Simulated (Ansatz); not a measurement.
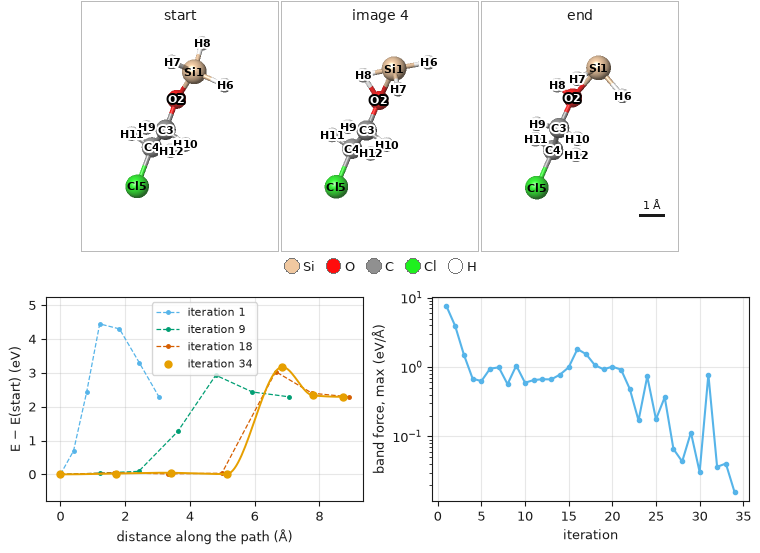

NEB run on C₂H₇ClOSi. Images are numbered from 0 (start) to 6 (end). The plot follows the band through its iterations. The picture is a ball-and-stick view, seen from a free direction.

Level of theory: RKS PBE0/def2-SVP (Ansatz 0.2.0). Run with 5 movable images; climbing image; force threshold 0.03 eV/Å; iteration limit 60; starting path through a guess of the saddle point.

Q: How did the profile develop, and is the result final?

A: The run is converged, with reservations. The band converged in 34 iterations. The largest component of the band force went from 7.6 to 0.016 eV/Å. The climbing image converged on the top of the path. Its vibrational analysis gives one imaginary mode (1467i cm⁻¹), as a transition state must have. The first iteration put the highest image at 4.45 eV. The highest point, image 4, lies 3.17 eV above the start and 0.88 eV above the end; the end is at +2.29 eV relative to the start.

Cost: 9.8 min on 2 threads of Arm Neoverse V1, on a shared host, peak memory 0.26 GiB.
